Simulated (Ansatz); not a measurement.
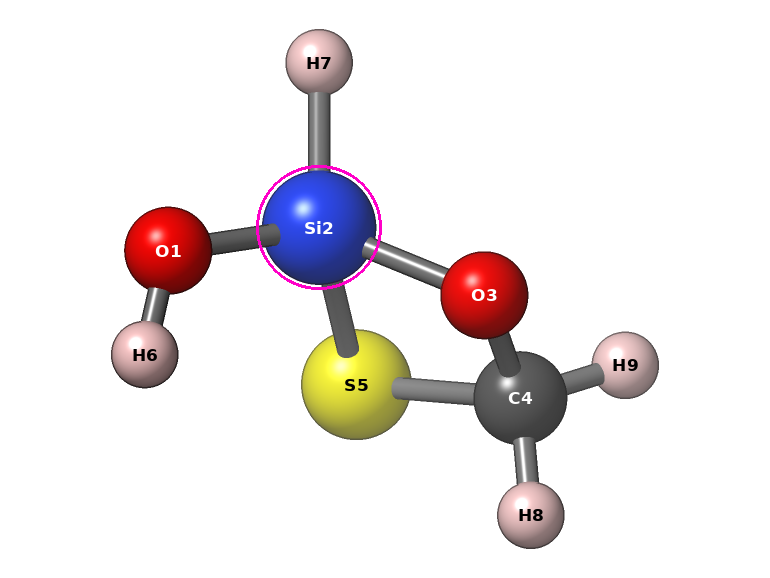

Distant atoms are faded towards the background colour. Circles mark the stereogenic atoms. The computed structure is the end point of a PBE-D4/def2-SVP optimisation. No frequency run is at hand to confirm it as a minimum.

Assign CIP descriptors.

Si2: S (priorities S5 > O3 > O1 > H7).
